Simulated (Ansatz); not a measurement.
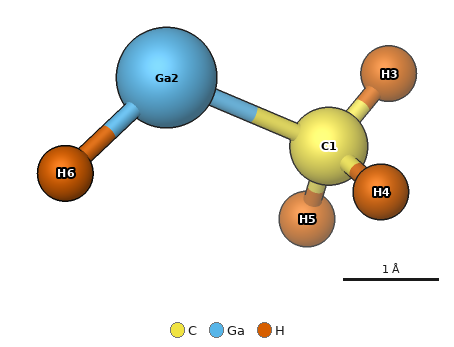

**Figure 1.** The structure as given in the input (ball-and-stick view, seen at a tilt; atoms are numbered from 1 in the order of the input). Sticks mark near contacts.

**Two runs on CH$_{4}$Ga**

System: CH$_{4}$Ga, multiplicity 2, SMILES [CH3][GaH].
Method of run 1: UKS SPW92/def2-TZVPP (Ansatz 0.2.0).

The geometry comes from this level: PBE0-D4/def2-TZVP. Text and figures count atoms from 1; the logs count them from 0 in places.

Input file, run 1:
```yaml
crystal:
  periodic: [false, false, false]
  atoms:
    - {symbol: C, position_ang: [-0.029332, -0.418284, -0.518048]}
    - {symbol: Ga, position_ang: [0.685670, 0.372583, 1.162145]}
    - {symbol: H, position_ang: [0.574686, -1.243097, -0.892854]}
    - {symbol: H, position_ang: [-1.046384, -0.775585, -0.328730]}
    - {symbol: H, position_ang: [-0.085664, 0.364734, -1.280282]}
    - {symbol: H, position_ang: [-0.056876, 1.635649, 1.811567]}
basis:
  gaussian: {orbitals: def2-TZVPP}
magnetization: {spin_polarized: true, initial_magnetization: 1}
hamiltonian: {xc: lda}
output: {orbitals: {seedname: orbitals}}
```

Hardware: 2 CPU threads, shared host.

Output (run 1):
```
Functional definition: SPW92
  exchange = slater_x
  correlation = pw_c
784 factors; their error is unknown
mean field evaluation 1: about -53373.9668 eV, gradient 5.4e1 eV
mean field evaluation 2: about -53334.0666 eV, gradient 9.0e1 eV
mean field evaluation 4: about -53385.6249 eV, gradient 5.2e0 eV
mean field evaluation 8: about -53385.8697 eV, gradient 1.7e-1 eV
mean field evaluation 16: about -53385.8515 eV, gradient 2.2e-4 eV
mean field -53385.85146462 eV, -1961.8938550949 hartree, gradient 1.4e-5 eV, S^2 0.750806; 0 other end points of the search recorded, 0 dependent functions left out
reference -53385.85149815 eV, -1961.8938563273 hartree; 21, 20 occupied and 114, 115 virtual orbitals, 784 factors
Total energy: -53385.85149815 eV, -1961.8938563273 hartree
```

For run 2 the input was changed thus:
```diff
-hamiltonian: {xc: lda}
+hamiltonian: {xc: {name: wB97X-V}}
```

Predict how the results change.

The total energies belong to different methods, so their difference says nothing on which is more stable or more accurate. The HOMO goes from −4.26 to −7.30 eV. The LUMO goes from −3.31 to −0.23 eV.

Output (run 2):
```
Functional definition: wB97X-V
  parameter omega = 0.3/bohr
  parameter cx = 0.167
  parameter cx1 = 0.603
  parameter cx2 = 1.194
  parameter css0 = 0.556
  parameter css1 = -0.257
  parameter cos0 = 1.219
  parameter cos1 = -1.850
  parameter b = 6.0
  parameter c = 0.01
  exchange = spin_sum(e_x_unif_sr(omega)*poly(b97_u_x, 1 - cx, cx1, cx2)) + cx*exact_x_sr(omega) + exact_x_lr(omega)
  correlation = spin_sum(e_c_pw_same_spin*poly(b97_u_same, css0, css1))
      + integral(e_c_pw_opposite_spin*poly(b97_u_opposite, cos0, cos1)) + vv10(b, c)
819 factors; their error is unknown
205 factors; integrals over basis functions are off by at most 9.5e-6 eV
mean field evaluation 1: about -53470.0473 eV, gradient 3.0e1 eV
mean field evaluation 2: about -53471.2523 eV, gradient 2.6e1 eV
mean field evaluation 4: about -53473.9083 eV, gradient 1.5e0 eV
mean field evaluation 8: about -53473.9367 eV, gradient 4.7e-2 eV
mean field evaluation 16: about -53474.0534 eV, gradient 2.8e-4 eV
mean field -53474.05338249 eV, -1965.1352157914 hartree, gradient 2.4e-5 eV, S^2 0.752853; 0 other end points of the search recorded, 0 dependent functions left out
reference -53474.05338181 eV, -1965.1352157663 hartree; 21, 20 occupied and 114, 115 virtual orbitals, 819 factors
Total energy: -53474.05338181 eV, -1965.1352157663 hartree
```

The two runs side by side:

```csv
quantity,run 1,run 2
outcome,converged,converged
total energy (hartree),−1961.893856,−1965.135216
HOMO (eV),−4.26,−7.30
LUMO (eV),−3.31,−0.23
⟨S²⟩,0.751,0.753
basis functions,135,135
wall time (shared host),3.2 s,6 s
```
